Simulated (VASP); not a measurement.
Band structure of WSe₂ (2H layered). These are PBE GGA with D3 dispersion (zero damping), VASP's PBE PAW potentials (set 64) (plane waves; VASP 6.6.1) values and carry that method's errors.

Unless said otherwise, spin-orbit coupling is left out, though it shifts the bands of the heavy elements here.

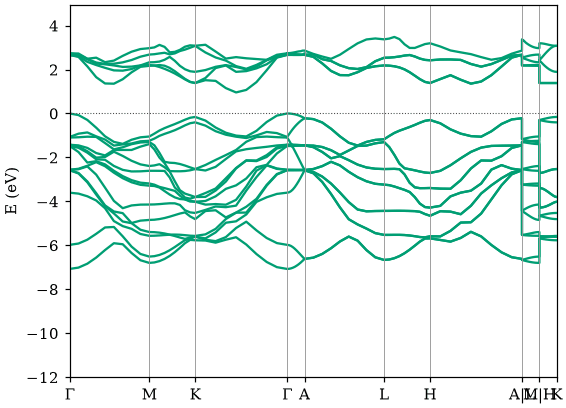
Bands along high-symmetry lines, zero at the valence-band maximum or, without a gap, the Fermi level

Question: Read the plot: is there a gap, and where are the band edges?

Answer: The gap is indirect, 0.96 eV, from the valence maximum at Γ to the conduction minimum at K-Γ at 0.44. (Edges off the drawn lines would not show.)

The compound is WSe2 in the 2H layered structure. It was relaxed first.
